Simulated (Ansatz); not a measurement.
# AlClF2 (SMILES [F][Al]([F])[Cl]) at RPA@PBE0/def2-SVPD

What is the electronic atomisation energy of AlClF2 at RPA@PBE0/def2-SVPD? 

The calculation is run with Ansatz 0.2.0.

46 further runs of the same task are left out: 46 set aside as unsound or not needed.

**1. The structure to begin with**

AlClF2 has 4 atoms, charge 0, and is taken as a singlet. SMILES: `[F][Al]([F])[Cl]`. The coordinates come from a PBE0-D4/def2-TZVP relaxation.

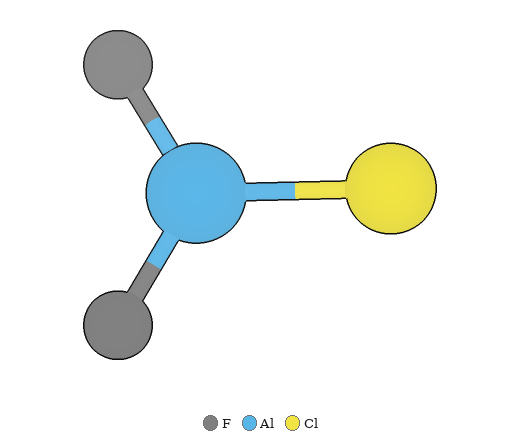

The structure, seen from a chosen angle (fluorine grey, aluminium blue, chlorine yellow).

**2. The energy at RPA@PBE0/def2-SVPD**

File job.yaml:

```yaml
crystal:
  periodic: [false, false, false]
  atoms:
    - {symbol: F, position_ang: [0.997200, 0.721760, 1.149640]}
    - {symbol: Al, position_ang: [0.069280, -0.050750, 0.053570]}
    - {symbol: F, position_ang: [0.273490, -1.653820, -0.164660]}
    - {symbol: Cl, position_ang: [-1.339980, 0.982810, -1.038560]}
basis:
  gaussian: {orbitals: def2-SVPD}
accuracy: high
hamiltonian: {xc: {name: PBE0}}
correlation: {method: rpa, frozen_orbitals: {Al: 5, Cl: 5, F: 1}}
```

The run is started by

```sh
$ ansatz run job.yaml --threads 1 --pin off --max-ram 3480MiB --events-out events.jsonl --progress --plain --runs-dir runs
```

What it wrote:

```text
Warning: RAYON_NUM_THREADS=1 ignored (pool sized by the plan → 1); use --threads N
Functional definition: PBE0
  name "PBE0"
  parameter a = 0.25
  parameter kappa = 0.804
  parameter beta = 0.06672455060314922
  exchange = (1 - a)*pbe_x(kappa = kappa, mu = beta*pi^2/3) + a*exact_x
  correlation = pbe_c(beta = beta)
1804 factors; integrals over basis functions are off by at most 3.3e-9 eV
mean field evaluation 1: about -24533.0081 eV, gradient 5.1e1 eV
mean field evaluation 2: about -24533.0688 eV, gradient 5.1e1 eV
mean field evaluation 4: about -24537.1121 eV, gradient 3.8e0 eV
mean field evaluation 8: about -24537.1570 eV, gradient 2.4e-1 eV
mean field evaluation 16: about -24537.1572 eV, gradient 2.0e-5 eV
mean field -24537.15719526 eV, -901.7238950434 hartree, gradient 6.9e-8 eV, S^2 0.000000; 0 other end points of the search recorded, 0 dependent functions left out
12 core orbitals not correlated: weight in the atoms' cores, before any rotation towards them, 1.000 or more for the frozen orbitals, at most 0.000 for the correlated occupied ones
reference -24494.22762768 eV, -900.1462625334 hartree; 12, 12 occupied and 73, 73 virtual orbitals, 1804 factors
Total energy: -24516.13266939 eV, -900.9512579685 hartree
```

Run time: 11 s. Hardware: 1 thread of Arm Neoverse V2, shared host; peak memory 0.3 GiB.

**3. The Al atom, same level**

File molecule.yaml:

```yaml
crystal:
  periodic: [false, false, false]
  atoms:
    - symbol: Al
      position_ang: [0.000000, 0.000000, 0.000000]
basis:
  gaussian:
    orbitals: def2-SVPD
magnetization:
  spin_polarized: true
  initial_magnetization: 1
hamiltonian:
  xc: {name: PBE0}
correlation:
  method: rpa
  frozen_orbitals: {Al: 5}
accuracy: high
```

Run the same way, it converges to -241.86177 Eh (log not shown).

**4. The Cl atom**

File molecule.yaml:

```yaml
crystal:
  periodic: [false, false, false]
  atoms:
    - {symbol: Cl, position_ang: [0.000000, 0.000000, 0.000000]}
basis:
  gaussian: {orbitals: def2-SVPD}
magnetization: {spin_polarized: true, initial_magnetization: 1}
hamiltonian: {xc: pbe0}
correlation: {method: rpa, frozen_orbitals: {Cl: 5}}
accuracy: high
```

Run the same way, it converges to -459.51349 Eh (log not shown).

**5. The F atom, same level**

File input.yaml:

```yaml
crystal:
  periodic: [false, false, false]
  atoms:
    - {symbol: F, position_ang: [0.000000, 0.000000, 0.000000]}
basis:
  gaussian:
    orbitals: def2-SVPD
magnetization:
  spin_polarized: true
  initial_magnetization: 1
hamiltonian:
  xc: pbe0
correlation:
  method: rpa
  frozen_orbitals: {F: 1}
accuracy: high
```

Run the same way, it converges to -99.50766 Eh (log not shown).

**6. Results**

Level: RPA@PBE0/def2-SVPD, 12 core orbitals frozen.

| quantity | value |
| --- | --- |
| molecule: total energy | -900.95126 Eh |
| molecule: RPA correlation energy (valence) | -805.0 mEh |
| Al atom: total energy | -241.86177 Eh |
| Al atom: RPA correlation energy (valence) | -73.4 mEh |
| Al atom: ⟨S²⟩ of the reference determinant | 0.756 |
| Cl atom: total energy | -459.51349 Eh |
| Cl atom: RPA correlation energy (valence) | -190.5 mEh |
| Cl atom: ⟨S²⟩ of the reference determinant | 0.753 |
| F atom: total energy | -99.50766 Eh |
| F atom: RPA correlation energy (valence) | -220.5 mEh |
| F atom: ⟨S²⟩ of the reference determinant | 0.752 |
| electronic atomisation energy | 15.257 eV |

In words: Taking the molecule apart into free atoms costs 15.26 eV (1472 kJ/mol), before zero-point energy and without spin-orbit coupling.
